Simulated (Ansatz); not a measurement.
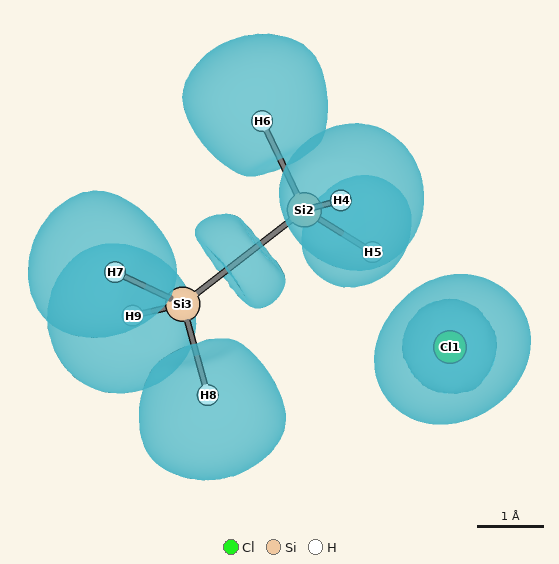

ClH₆Si₂ (charge −1). Isosurface of the electron localisation function at 0.8 (cyan), seen at a tilt. Core shells and regions of very low density are left out.

At this geometry the atoms fall into two loosely joined parts.

The calculation used Ansatz, RKS PBE0/def2-SVP.

```tsv
atom	x (Å)	y (Å)	z (Å)
Cl	0.0374	-0.0070	-3.4884
Si	-0.7640	0.7526	-0.1941
Si	0.6660	-0.7117	0.9543
H	-0.1845	2.1195	0.0730
H	-0.7800	0.3829	-1.7231
H	-2.0284	0.7264	0.6416
H	0.8107	-0.4065	2.4258
H	2.0640	-0.7225	0.4096
H	0.1790	-2.1337	0.9014
```

What do the ELF domains correspond to?

At this value the surface marks out one region between bonded Si–Si atoms (shared pairs), five regions around hydrogen nuclei, one region wrapped around Cl (its valence shell) and one joined region spread over several atoms (H, Si), in which their bonds and any lone pairs are merged.

Values along the shortest contacts:
Cl1···H5 (1.98 Å): the ELF climbs to about 1 towards the hydrogen, as it does in any bond to H. Si–Si (2.35 Å): the ELF peaks at about 1 between the atoms; localised, covalent bonding.
